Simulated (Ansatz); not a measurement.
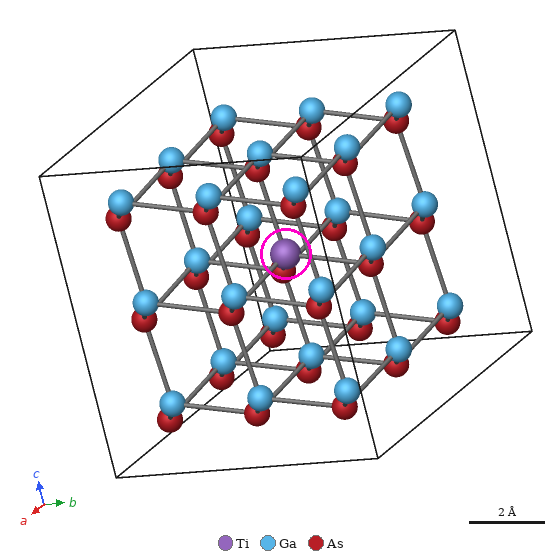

The crystal in a ball-and-stick representation, seen slightly off an axis. The frame is the supercell; atoms at its boundary are shown with their periodic copies. The host is GaAs, in a cell of 54 sites, and the cell carries a charge of +1. A ring marks the defect's site.

What kind of defect was put in?

Titanium on a gallium site (a substitutional impurity). It is bonded to four As in a tetrahedral arrangement at about 2.4 Å.

Run with DFT LDA, scalar-relativistic, plane waves, PAW (Ansatz 0.2.0) and these settings: cutoff 420 eV, k-points on a 2×2×2 grid, Gaussian smearing of 0.02 eV, collinear spins.

Is there a net moment in the defective cell?

No net moment.

The atoms were relaxed in the host's cell with DFT LDA, scalar-relativistic, plane waves, PAW (Ansatz).
